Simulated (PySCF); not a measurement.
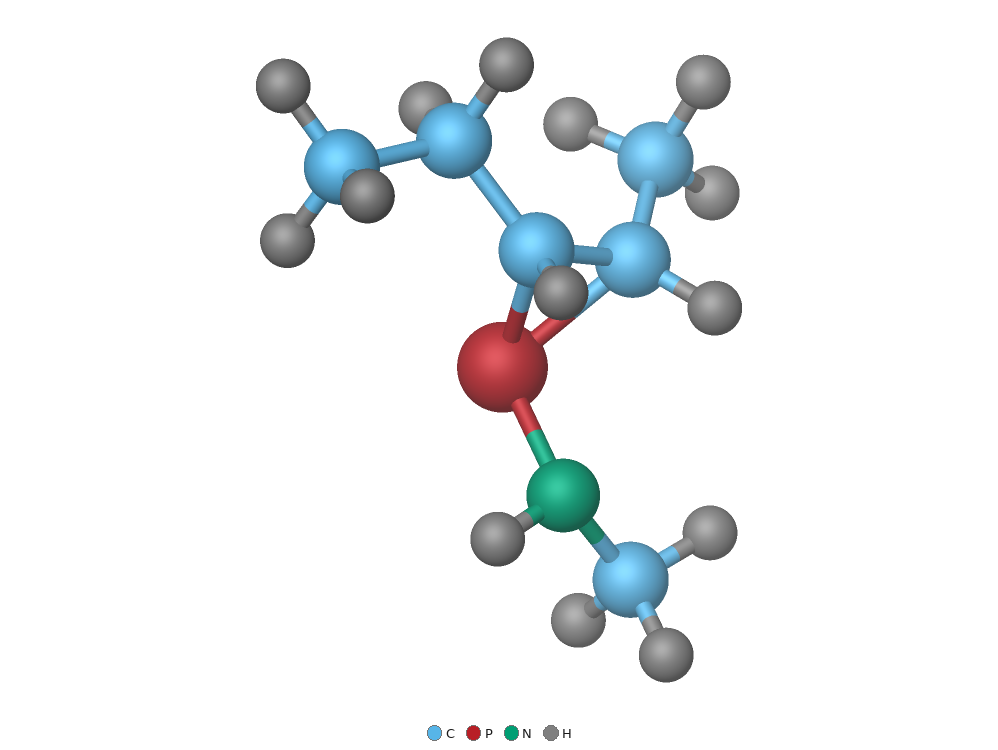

Rendered structure (ball-and-stick style). Every bond is drawn as one stick, whatever its order.

> Give the formula.

C₆H₁₄NP, 22 atoms: 6 carbon, 14 hydrogen, 1 nitrogen and 1 phosphorus.

> Count the bonded pairs by element.

13 C–H, 4 C–C, 2 C–P, 1 N–P, 1 C–N, 1 N–H.

> Describe its rings.

Independent rings (smallest set): 1 of 3 members.

> Write the SMILES.

CC[C@@H]1[C@H](C)P1NC

More results for the same structure follow; atom numbers are the same in all pictures, views and colours differ. The geometry was computed by an optimisation with PBE0-D3(BJ)/def2-SVP. No frequency run is at hand to confirm it as a minimum.

## Dipole moment

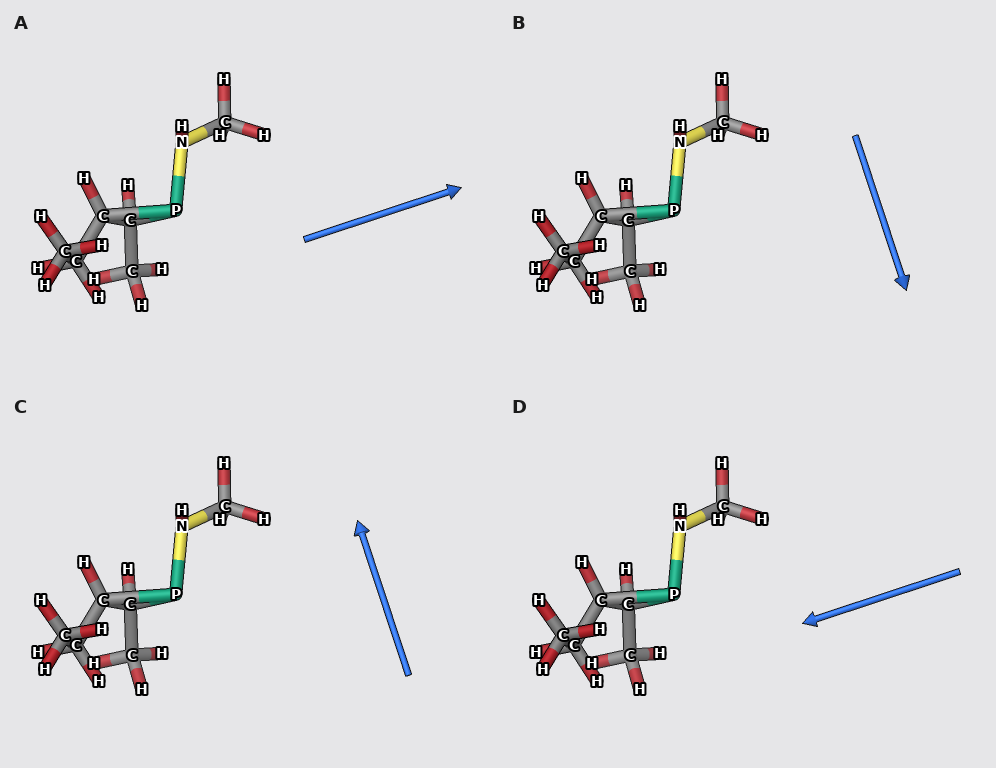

The same molecule four times, each with an arrow. No frequency run is at hand to confirm it as a minimum. Level of theory: PBE0/pcSseg-1, gas phase (PySCF 2.14.0).

> Which arrow points along the dipole moment, from the negative to the positive end?

C. The dipole moment is 0.71 D.

## Electronic properties

No frequency run is at hand to confirm it as a minimum. Method: CAM-B3LYP/def2-SVPD, gas phase (PySCF 2.14.0). Excitations: vertical, linear response.

> What is the mean static polarisability?

107.4 bohr³.

> Estimate the lowest vertical singlet excitation.

5.52 eV.

> What is the HOMO–LUMO gap?

8.69 eV.

> Give the HOMO energy (Kohn–Sham orbital) at this level.

−7.33 eV.

## NMR shielding

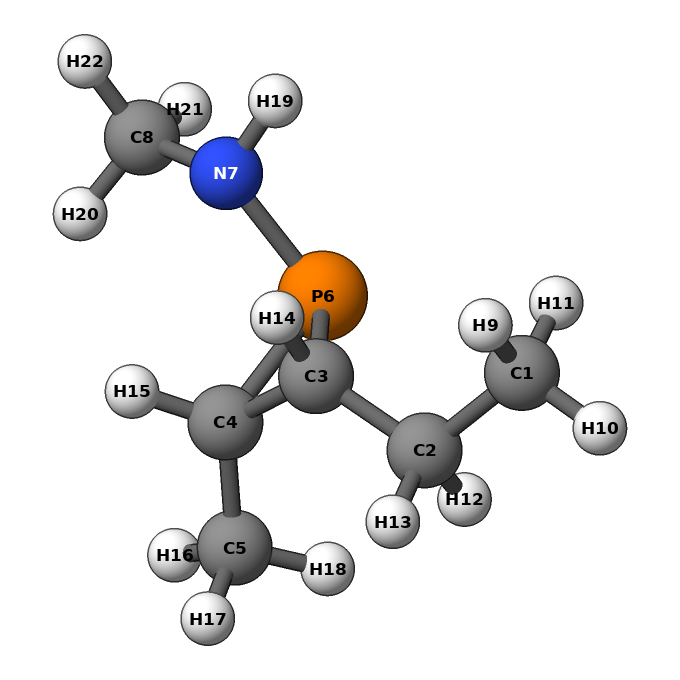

No frequency run is at hand to confirm it as a minimum. Level of theory: GIAO KT3/pcSseg-1 NMR shielding, non-relativistic, gas phase (PySCF 2.14.0). Principal shieldings σ11 ≤ σ22 ≤ σ33, span Ω = σ33 − σ11, skew κ = 3(σiso − σ22)/Ω.

Give the shielding tensors of the N atoms.

| atom | σ11 | σ22 | σ33 | σiso | Ω | κ |
| --- | --- | --- | --- | --- | --- | --- |
| N7 | 181.9 | 211.7 | 264.0 | 219.2 | 82.1 | 0.27 |

Shieldings and span in ppm.
